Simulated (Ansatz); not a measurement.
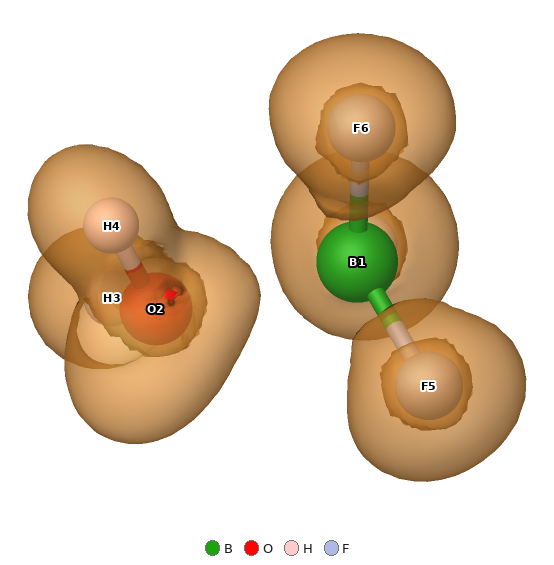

Figure 1: BF$_{3}$···H$_{2}$O (B(H2O)F3). Isosurface of the ELF at 0.75 (orange), seen at an oblique angle. Only the valence region is drawn (cores and ρ < 0.01 e/Å³ removed).

Geometry: r2SCAN-D4/def2-SVP.

The calculation used Ansatz, RKS PBE0-D4/def2-TZVP.

Input

```
crystal:
  periodic: [false, false, false]
  atoms:
    - {symbol: B, position_ang: [0.113166, -0.075884, -0.737219]}
    - {symbol: O, position_ang: [0.210379, 0.022395, 1.040720]}
    - {symbol: H, position_ang: [-0.457322, -0.599285, 1.372820]}
    - {symbol: H, position_ang: [-0.107239, 0.909518, 1.274321]}
    - {symbol: F, position_ang: [1.376902, -0.335762, -1.095175]}
    - {symbol: F, position_ang: [-0.356143, 1.167250, -1.003199]}
    - {symbol: F, position_ang: [-0.779753, -1.088232, -0.852268]}
basis:
  gaussian: {orbitals: def2-TZVP, initial_orbitals: start.molden}
hamiltonian: {xc: pbe0, dispersion: d4}
scf: {omitted_lower_state_checks: [starts]}
output: {orbitals: {seedname: orbitals}}
```

Command:

```sh
ansatz run in.yaml --threads 4 --pin off --events-out ev --progress --plain --max-ram 3916MiB
```

**Identify the bonds, lone pairs and shells in this picture.**

At this value the surface marks out three regions on F in which the atom's valence shell and bonds are merged and one joined region spread over several atoms (H, O), in which their bonds and any lone pairs are merged. Along the contacts the grid gives the following. B1···O2 (1.78 Å): the ELF peaks at about 0.90 between the atoms. B–F (1.34 Å): the ELF peaks at about 0.85 between the atoms, as expected for a polar covalent bond.
